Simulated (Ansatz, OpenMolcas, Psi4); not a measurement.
**SnO (tin(ii) oxide): methods side by side**

SnO has 2 atoms, charge 0, and is taken as a singlet. SMILES: `[O]=[Sn]`. Geometry: relaxed at PBE0-D4/def2-TZVP.

```xyz
2

O     0.0000    0.0000   -0.0071
Sn    0.0000    0.0000    1.8107
```

Each level gives the electronic atomisation energy (eV). The values are calculated. Electronic energies at fixed atoms, without zero-point motion or spin-orbit coupling.

```csv
level,kind,program,value (eV),CPU time (all runs)
BLYP/def2-TZVPPD (core potential),GGA,Ansatz,6.11,9.5 s
r2SCAN/def2-TZVPPD (core potential),meta-GGA,OpenMolcas,5.67,88 s
M06-2X/def2-TZVPPD (core potential),hybrid meta-GGA,OpenMolcas,5.09,42 s
wB97X-V/def2-TZVPPD (core potential),range-separated hybrid,Psi4,5.61,35 s
"DSD-PBEP86/def2-TZVPPD (core potential, density fitting for correlation)",double hybrid,Psi4,5.76,14 s
RPA@PBE/def2-TZVPPD (core potential),RPA,Ansatz,5.24,15 s
"OMP2/def2-TZVPPD (core potential, density fitting for correlation)",perturbation theory,Psi4,6.81,55 s
BCCD(T)/def2-TZVPPD (core potential),coupled cluster or CI,Ansatz,5.58,21 s
FCI/STO-3G,exact in the basis,Ansatz,5.25,1.3 s
```

All-electron rows without a relativistic Hamiltonian named are non-relativistic, while core potentials hold scalar relativity, so basis and relativity change together. The values span 5.09 to 6.81 eV. High-level rows in very small sets aren't better than simpler rows in larger ones. In the correlated wave-function rows the outer d shell of Sn is correlated, in sets not made for it. CPU times are rough (shared hosts, several kinds of processor and program).

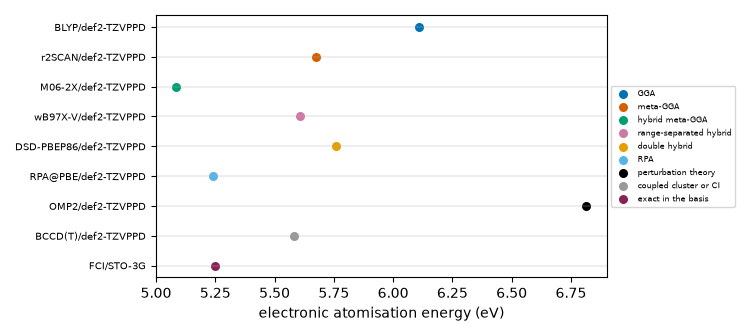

The values of the table, level by level.
